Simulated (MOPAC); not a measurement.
# Geometry relaxation of C$_{2}$F$_{4}$O (part 1 of 2)

System: C$_{2}$F$_{4}$O, SMILES FC1(F)OC1(F)F.
Method: RM1, RHF (MOPAC 23.2.5).

The atoms were displaced at random from an optimised geometry.

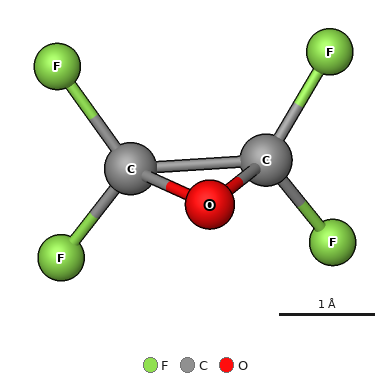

Fig. 1: The structure as given in the input (ball-and-stick view, seen at a tilt). Bond lengths as drawn: C–C 1.44 Å, C–F 1.31 to 1.34 Å and C–O 1.39 to 1.40 Å.

**The input (c2f4o.mop)**
```
PRECISE DISP GRADIENTS GNORM=0.01 CYCLES=300 RM1 AUX(PRECISION=6) THREADS=1
job C2F4O

F     -0.308960 1    -1.168891 1     1.366523 1
C     -0.107483 1    -0.699477 1     0.124548 1
F     -0.625762 1    -1.547774 1    -0.742545 1
O      1.160770 1    -0.202045 1    -0.136437 1
C      0.081488 1     0.697059 1    -0.150246 1
F      0.075097 1     1.632967 1     0.788148 1
F     -0.224050 1     1.242525 1    -1.307040 1
```

Hardware: 1 thread of Arm Neoverse V1, 24 GiB of memory available, shared host.

Launched with:
```bash
mopac c2f4o.mop
```

**Log**
```
MOPAC v23.2.5
RM1 CALCULATION RESULTS

 *  RM1        - The RM1 Hamiltonian to be used
 *  PRECISE    - TIGHTER CRITERIA TO BE USED
 *  THREADS=1  - MULTI-THREADING NOT USED
 *  CYCLES=    - DO A MAXIMUM OF 300 STEPS
 *  GNORM      - EXIT WHEN GRADIENT NORM DROPS BELOW 0.010
 *  AUX        - OUTPUT AUXILIARY INFORMATION
 *  GRADIENTS  - ALL GRADIENTS TO BE PRINTED
 *  DISP       - PRINT DISPERSION AND HYDROGEN BOND ENERGIES
PRECISE DISP GRADIENTS GNORM=0.01 CYCLES=300 RM1 AUX(PRECISION=6) THREADS=1
 job C2F4O

   ATOM   CHEMICAL          X               Y               Z
  NUMBER   SYMBOL      (ANGSTROMS)     (ANGSTROMS)     (ANGSTROMS)

     1       F         -0.30896000  *  -1.16889100  *   1.36652300  *
     2       C         -0.10748300  *  -0.69947700  *   0.12454800  *
     3       F         -0.62576200  *  -1.54777400  *  -0.74254500  *
     4       O          1.16077000  *  -0.20204500  *  -0.13643700  *
     5       C          0.08148800  *   0.69705900  *  -0.15024600  *
     6       F          0.07509700  *   1.63296700  *   0.78814800  *
     7       F         -0.22405000  *   1.24252500  *  -1.30704000  *

          CARTESIAN COORDINATES

    NO.       ATOM           X           Y           Z

     1         F         -0.3090     -1.1689      1.3665
     2         C         -0.1075     -0.6995      0.1245
     3         F         -0.6258     -1.5478     -0.7425
     4         O          1.1608     -0.2020     -0.1364
     5         C          0.0815      0.6971     -0.1502
     6         F          0.0751      1.6330      0.7881
     7         F         -0.2240      1.2425     -1.3070

           Empirical Formula: C2 O F4  =     7 atoms

      MOLECULAR POINT GROUP   :   C2v

      RHF CALCULATION, NO. OF DOUBLY OCCUPIED LEVELS = 21

          Geometry optimization using EF

          DIAGONAL MATRIX USED AS START HESSIAN
```

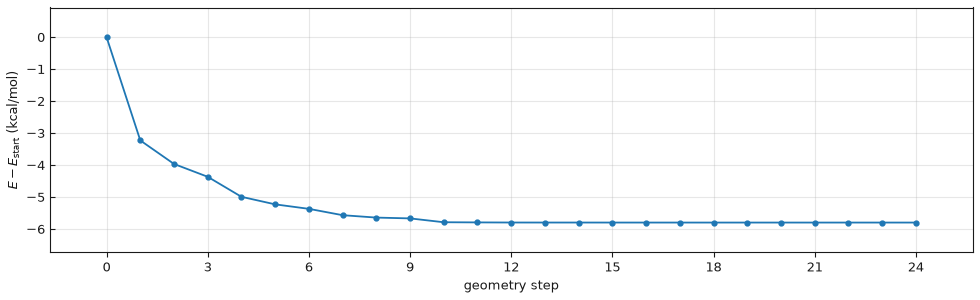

Fig. 2: Progress of the relaxation, step by step (steps are counted from 0).

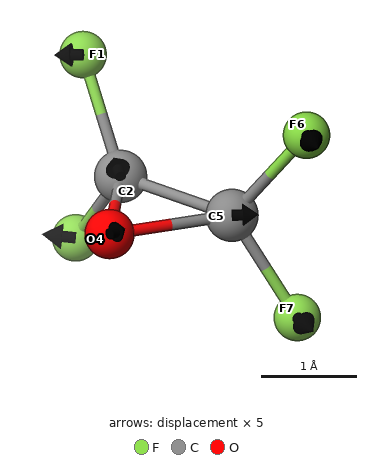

Fig. 3: The starting structure with the displacements as black arrows, magnified 5 times (ball-and-stick view, seen at a tilt). The two geometries are laid on each other by the best rigid fit. The energy falls by 5.80 kcal/mol in 24 geometry steps. The largest force component goes from 4.2 to under 0.0001 eV/Å. The atom that moves furthest after the best rigid fit is F3 (0.072 Å). By element the largest moves are F 0.072 Å, C 0.068 Å, O 0.049 Å. Among the contacts that change: C2–C5 1.436 → 1.529 Å, C2–O4 1.387 → 1.414 Å, F1–C2 1.343 → 1.318 Å, O4–C5 1.405 → 1.414 Å. Among the angles that change: C2–O4–C5 61.9° → 65.5°, F3–C2–O4 117.8° → 115.1°, O4–C2–C5 59.7° → 57.3°. (Atoms are counted from 1 in the order of the input.)

```
 CYCLE:     1 TIME:   0.000 TIME LEFT:  2.00D  GRAD.:   164.715 HEAT: -197.9373
 CYCLE:     2 TIME:   0.008 TIME LEFT:  2.00D  GRAD.:    66.578 HEAT: -201.1658
 CYCLE:     3 TIME:   0.000 TIME LEFT:  2.00D  GRAD.:    49.342 HEAT: -201.9017
 CYCLE:     4 TIME:   0.000 TIME LEFT:  2.00D  GRAD.:    66.892 HEAT: -202.3030
 CYCLE:     5 TIME:   0.008 TIME LEFT:  2.00D  GRAD.:    38.822 HEAT: -202.9284
 CYCLE:     6 TIME:   0.000 TIME LEFT:  2.00D  GRAD.:    26.573 HEAT: -203.1646
 CYCLE:     7 TIME:   0.000 TIME LEFT:  2.00D  GRAD.:    25.706 HEAT: -203.3051
 CYCLE:     8 TIME:   0.008 TIME LEFT:  2.00D  GRAD.:    15.870 HEAT: -203.5032
 CYCLE:     9 TIME:   0.000 TIME LEFT:  2.00D  GRAD.:    16.948 HEAT: -203.5784
 CYCLE:    10 TIME:   0.000 TIME LEFT:  2.00D  GRAD.:    25.147 HEAT: -203.6037
 CYCLE:    11 TIME:   0.000 TIME LEFT:  2.00D  GRAD.:     3.525 HEAT: -203.7239
 CYCLE:    12 TIME:   0.008 TIME LEFT:  2.00D  GRAD.:     3.600 HEAT: -203.7289
 CYCLE:    13 TIME:   0.000 TIME LEFT:  2.00D  GRAD.:     1.149 HEAT: -203.7324
 CYCLE:    14 TIME:   0.000 TIME LEFT:  2.00D  GRAD.:     0.484 HEAT: -203.7330
 CYCLE:    15 TIME:   0.000 TIME LEFT:  2.00D  GRAD.:     0.277 HEAT: -203.7332
 CYCLE:    16 TIME:   0.000 TIME LEFT:  2.00D  GRAD.:     0.403 HEAT: -203.7335
 CYCLE:    17 TIME:   0.008 TIME LEFT:  2.00D  GRAD.:     0.297 HEAT: -203.7337
 CYCLE:    18 TIME:   0.000 TIME LEFT:  2.00D  GRAD.:     0.073 HEAT: -203.7338
 CYCLE:    19 TIME:   0.000 TIME LEFT:  2.00D  GRAD.:     0.048 HEAT: -203.7338
 CYCLE:    20 TIME:   0.000 TIME LEFT:  2.00D  GRAD.:     0.041 HEAT: -203.7338
 CYCLE:    21 TIME:   0.008 TIME LEFT:  2.00D  GRAD.:     0.040 HEAT: -203.7338
 CYCLE:    22 TIME:   0.000 TIME LEFT:  2.00D  GRAD.:     0.036 HEAT: -203.7338
 CYCLE:    23 TIME:   0.000 TIME LEFT:  2.00D  GRAD.:     0.017 HEAT: -203.7338
 CYCLE:    24 TIME:   0.000 TIME LEFT:  2.00D  GRAD.:     0.012 HEAT: -203.7338
 CYCLE:    25 TIME:   0.000 TIME LEFT:  2.00D  GRAD.:     0.003 HEAT: -203.7338

     GRADIENT =  0.00334 IS LESS THAN CUTOFF =  0.01000

 -------------------------------------------------------------------------------
 PRECISE DISP GRADIENTS GNORM=0.01 CYCLES=300 RM1 AUX(PRECISION=6) THREADS=1
 job C2F4O

     GEOMETRY OPTIMISED USING EIGENVECTOR FOLLOWING (EF).
     SCF FIELD WAS ACHIEVED

                              RM1 CALCULATION

          FINAL HEAT OF FORMATION =       -203.73379 KCAL/MOL =    -852.42216 KJ/MOL

          TOTAL ENERGY            =     -58012.79482 KCAL/MOL = ELECTRONIC ENERGY + CORE-CORE REPULSION
          ENERGY OF ATOMS         =      57809.06104 KCAL/MOL
                              SUM =       -203.73379 KCAL/MOL
          DISPERSION ENERGY       =          0.00000 KCAL/MOL
                              SUM =       -203.73379 KCAL/MOL = FINAL HEAT OF FORMATION

          TOTAL ENERGY            =      -2515.67288 EV
          ELECTRONIC ENERGY       =      -7073.15695 EV
          CORE-CORE REPULSION     =       4557.48407 EV
          COSMO AREA              =        109.54 SQUARE ANGSTROMS
          COSMO VOLUME            =         94.59 CUBIC ANGSTROMS

          GRADIENT NORM           =          0.00334          =       0.00126 PER ATOM
          IONIZATION POTENTIAL    =         12.663620 EV
          HOMO LUMO ENERGIES (EV) =        -12.664 -0.726
          NO. OF FILLED LEVELS    =         21
          MOLECULAR WEIGHT        =        116.0150         POINT GROUP:  C2v

          MOLECULAR DIMENSIONS (Angstroms)

            Atom       Atom       Distance
            F     7    F     1     3.69235
            F     6    F     3     3.49905
            F     6    O     4     1.38088

          SCF CALCULATIONS        =         31

          WALL-CLOCK TIME         =      0.062 SECONDS
          COMPUTATION TIME        =      0.057 SECONDS

       FINAL  POINT  AND  DERIVATIVES

   PARAMETER     ATOM    TYPE            VALUE        GRADIENT
      1          1  F    CARTESIAN X    -0.294685     -0.000718  KCAL/ANGSTROM
      2          1  F    CARTESIAN Y    -1.228800     -0.000824  KCAL/ANGSTROM
      3          1  F    CARTESIAN Z     1.366416     -0.000456  KCAL/ANGSTROM
      4          2  C    CARTESIAN X    -0.159381      0.001972  KCAL/ANGSTROM
      5          2  C    CARTESIAN Y    -0.738483     -0.000321  KCAL/ANGSTROM
      6          2  C    CARTESIAN Z     0.150632      0.000869  KCAL/ANGSTROM
      7          3  F    CARTESIAN X    -0.601031     -0.000729  KCAL/ANGSTROM
      8          3  F    CARTESIAN Y    -1.612978      0.000902  KCAL/ANGSTROM
      9          3  F    CARTESIAN Z    -0.730871     -0.000383  KCAL/ANGSTROM
     10          4  O    CARTESIAN X     1.110895      0.000063  KCAL/ANGSTROM
     11          4  O    CARTESIAN Y    -0.188093      0.000237  KCAL/ANGSTROM
     12          4  O    CARTESIAN Z    -0.135730      0.000263  KCAL/ANGSTROM
     13          5  C    CARTESIAN X     0.049691     -0.000854  KCAL/ANGSTROM
     14          5  C    CARTESIAN Y     0.745783     -0.000384  KCAL/ANGSTROM
     15          5  C    CARTESIAN Z    -0.151779      0.000666  KCAL/ANGSTROM
     16          6  F    CARTESIAN X     0.115347      0.000604  KCAL/ANGSTROM
     17          6  F    CARTESIAN Y     1.682108      0.000863  KCAL/ANGSTROM
     18          6  F    CARTESIAN Z     0.773333     -0.000739  KCAL/ANGSTROM
     19          7  F    CARTESIAN X    -0.190989     -0.000338  KCAL/ANGSTROM
     20          7  F    CARTESIAN Y     1.297967     -0.000473  KCAL/ANGSTROM
     21          7  F    CARTESIAN Z    -1.323962     -0.000220  KCAL/ANGSTROM

   ATOM   CHEMICAL          X               Y               Z
  NUMBER   SYMBOL      (ANGSTROMS)     (ANGSTROMS)     (ANGSTROMS)

     1       F         -0.29468455  *  -1.22879961  *   1.36641577  *
     2       C         -0.15938079  *  -0.73848258  *   0.15063240  *
     3       F         -0.60103134  *  -1.61297840  *  -0.73087056  *
     4       O          1.11089501  *  -0.18809317  *  -0.13573013  *
     5       C          0.04969147  *   0.74578308  *  -0.15177943  *
     6       F          0.11534658  *   1.68210764  *   0.77333311  *
     7       F         -0.19098942  *   1.29796665  *  -1.32396191  *

                             CARTESIAN COORDINATES

   1    F       -0.294684547    -1.228799614     1.366415775
   2    C       -0.159380792    -0.738482584     0.150632398
   3    F       -0.601031337    -1.612978395    -0.730870557
   4    O        1.110895010    -0.188093174    -0.135730135
   5    C        0.049691471     0.745783084    -0.151779427
   6    F        0.115346585     1.682107639     0.773333115
   7    F       -0.190989421     1.297966652    -1.323961908

           Empirical Formula: C2 O F4  =     7 atoms

      MOLECULAR POINT GROUP   :   C2v

                  EIGENVALUES
 -45.18024 -44.36807 -43.12272 -42.46988 -39.53344 -27.44476 -25.62099 -22.03093
 -22.00031 -20.73399 -20.29624 -20.08513 -18.51939 -17.69749 -17.66402 -17.17630
 -17.16887 -16.91089 -15.95846 -14.27070 -12.66362  -0.72602   1.25612   1.85042
   3.00158   3.06936   3.24017   3.80087

              NET ATOMIC CHARGES AND DIPOLE CONTRIBUTIONS

  ATOM NO.   TYPE          CHARGE      No. of ELECS.   s-Pop       p-Pop
    1          F          -0.142976        7.1430     1.91060     5.23238
    2          C           0.431072        3.5689     1.14048     2.42845
    3          F          -0.142975        7.1430     1.91060     5.23238
    4          O          -0.290239        6.2902     1.92136     4.36888
    5          C           0.431069        3.5689     1.14048     2.42845
    6          F          -0.142976        7.1430     1.91060     5.23238
    7          F          -0.142975        7.1430     1.91060     5.23238
 DIPOLE           X         Y         Z       TOTAL
 POINT-CHG.    -1.109     0.182     0.129     1.131
 HYBRID         0.045    -0.007    -0.005     0.046
 SUM           -1.063     0.175     0.123     1.085

          ATOMIC ORBITAL ELECTRON POPULATIONS

     Atom    s        px        py        pz
    1  F   1.91060   1.94822   1.86799   1.41617
    2  C   1.14048   0.86757   0.83134   0.72954
    3  F   1.91060   1.88256   1.67077   1.67905
    4  O   1.92136   1.20557   1.27406   1.88926
    5  C   1.14048   0.90804   0.78408   0.73633
    6  F   1.91060   1.95167   1.63097   1.64974
    7  F   1.91060   1.93229   1.84571   1.45439

 *                    *
 * JOB ENDED NORMALLY *
 *                    *

 TOTAL JOB TIME:             0.06 SECONDS

 == MOPAC DONE ==
```

**Trajectory as extended XYZ (Å, eV, eV/Å), 25 frames, from step=0 to step=24**
```
7
Properties=species:S:1:pos:R:3:forces:R:3 step=0 energy=-8.58337
F    -0.3090   -1.1689    1.3665    0.3719   0.2365  -1.3767
C    -0.1075   -0.6995    0.1245   -2.3193  -4.2247   2.5064
F    -0.6258   -1.5478   -0.7425    0.2021  -0.3391  -0.0139
O     1.1608   -0.2020   -0.1364    1.7395   0.0706  -0.3324
C     0.0815    0.6971   -0.1502   -0.4656   3.9054   0.0181
F     0.0751    1.6330    0.7881    0.2844  -0.0638  -0.2615
F    -0.2240    1.2425   -1.3070    0.1870   0.4151  -0.5400
7
Properties=species:S:1:pos:R:3:forces:R:3 step=1 energy=-8.72338
F    -0.3072   -1.1672    1.3565   -0.0471  -0.8225   1.2783
C    -0.1220   -0.7292    0.1445    0.3754   0.4519  -0.5580
F    -0.6251   -1.5502   -0.7420   -0.1034  -0.8348  -0.4838
O     1.1710   -0.2017   -0.1384   -0.9748   0.3118   0.0512
C     0.0784    0.7245   -0.1496    0.3916  -0.7009  -0.1698
F     0.0766    1.6325    0.7867    0.2839   1.0138   0.7294
F    -0.2232    1.2454   -1.3106    0.0742   0.5806  -0.8472
7
Properties=species:S:1:pos:R:3:forces:R:3 step=2 energy=-8.75529
F    -0.3068   -1.1806    1.3790    0.2008  -0.1882  -0.6758
C    -0.1251   -0.7392    0.1446   -0.0180   0.0476   0.2370
F    -0.6271   -1.5653   -0.7536    0.3233  -0.1402   0.4240
O     1.1646   -0.1971   -0.1402   -1.0451   0.1346   0.1058
C     0.0818    0.7287   -0.1535   -0.1725   0.6557  -0.1004
F     0.0821    1.6492    0.8029    0.2327  -0.4153  -0.8972
F    -0.2217    1.2575   -1.3331    0.4788  -0.0941   0.9066
7
Properties=species:S:1:pos:R:3:forces:R:3 step=3 energy=-8.77269
F    -0.3055   -1.1985    1.3769    0.2645   0.0758  -0.9451
C    -0.1235   -0.7354    0.1454   -1.2284  -0.9292   0.3159
F    -0.6249   -1.5816   -0.7491    0.5930   0.3856   0.7839
O     1.1403   -0.1893   -0.1343    0.6860  -0.2065  -0.1347
C     0.0837    0.7380   -0.1616   -0.5181  -0.2233   1.0882
F     0.0896    1.6562    0.7825    0.2272   0.2536   0.0286
F    -0.2131    1.2670   -1.3147   -0.0242   0.6440  -1.1369
```
